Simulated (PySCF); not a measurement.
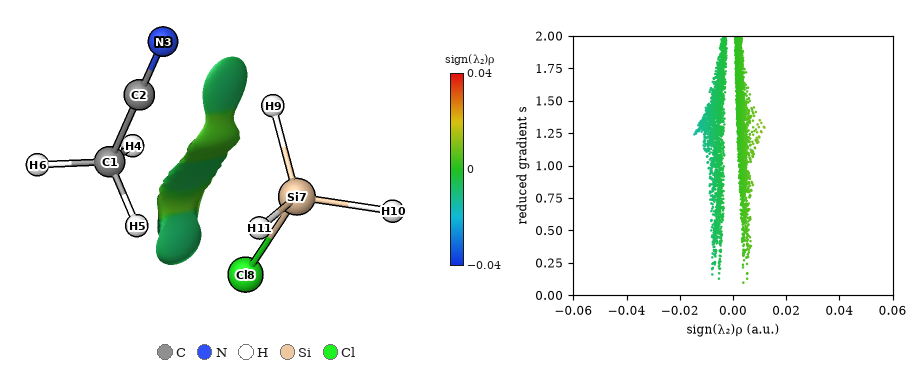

Figure 1: C2H6ClNSi, SMILES `CC#N.[SiH3]Cl`. Non-covalent interaction surfaces between the fragments (reduced density gradient s = 0.6, coloured by sign(λ₂)ρ in a.u.; trimmed to the region between the fragments where ρ is under 0.06 a.u.). Fragment A: H3C2N (atoms 1–6); fragment B: SiH3Cl. The plot gives s against sign(λ₂)ρ for grid points between the fragments.

Computed with PySCF, r2SCAN/def2-TZVP, geometry: GFN2-xTB. GFN2-xTB bond lengths at metals and heavier atoms can be off by up to 0.1 Å and shapes distorted, which carries into these values.

Coordinates in Å:

```
C1      -2.6604   -0.7843    0.0032
C2      -2.1470    0.5548   -0.0004
N3      -1.7359    1.6217   -0.0032
H4      -3.2714   -0.9442   -0.8843
H5      -1.8251   -1.4839    0.0015
H6      -3.2664   -0.9412    0.8946
Si7      1.9374    0.6458    0.0019
Cl8      0.9252   -1.0967   -0.0025
H9       0.9685    1.7211   -0.0978
H10      2.8430    0.5971   -1.1422
H11      2.6945    0.6794    1.2493
```

> Which interactions hold the two fragments together?

Bond critical points between the fragments: H5···Cl8, weak C–H hydrogen bond, 2.78 Å, ρ = 0.008 a.u.; N3···H9, 2.71 Å, ρ = 0.007 a.u. All are weak and appear green, as weak hydrogen bonds do. Several contacts close a ring, whose ring point adds a part with positive λ₂ between them. The pose is a local one from a semi-empirical search, not shown to be the most stable.

> How strongly are they bound?

The counterpoise-corrected interaction energy of the frozen fragments is −1.3 kcal/mol without dispersion correction and −2.0 kcal/mol with D3(BJ). The pair geometry is semi-empirical, not a minimum at this level.

Run time: 2.5 min on 1 thread of Intel(R) Xeon(R) Processor @ 2.70GHz, with other jobs on the host, peak memory 0.8 GiB.
